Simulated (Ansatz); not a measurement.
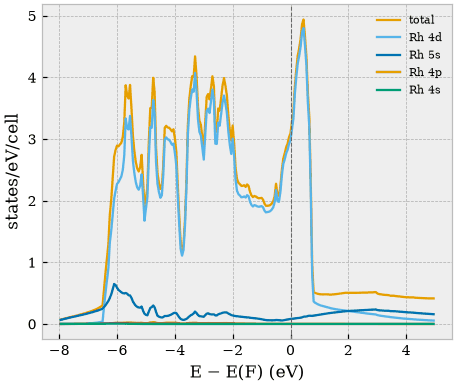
*Total and projected density of states of Rh (hcp (Mg type), P6_3/mmc), plane-wave PAW PBEsol (Ansatz code)*

Problem. Which orbitals carry the states next to the Fermi level?

Solution. Within 0.5 eV of the Fermi level: Rh 4d 97 %. Projections are on Löwdin-orthogonalised atomic valence shells; empty p or d shells of many metals are not among them.

Problem. Where is the tallest occupied peak in this window, and what makes it?

Solution. Near -3.3 eV, about 4.3 states/eV per cell; the largest projected share is Rh 4d.

The workflow started from a Materials Project entry (that database holds measured and hypothetical structures alike); the Crystallography Open Database copy checked does not list it. It is not the phase usual at ambient conditions (space group No. 225). The PBEsol relaxation kept the symmetry of its start; its stability against distortions is not shown here. No spin polarisation was allowed. Scalar-relativistic: spin–orbit coupling is off unless named, which matters more the heavier the elements.

Potentials: the later of the program's two PAW sets.
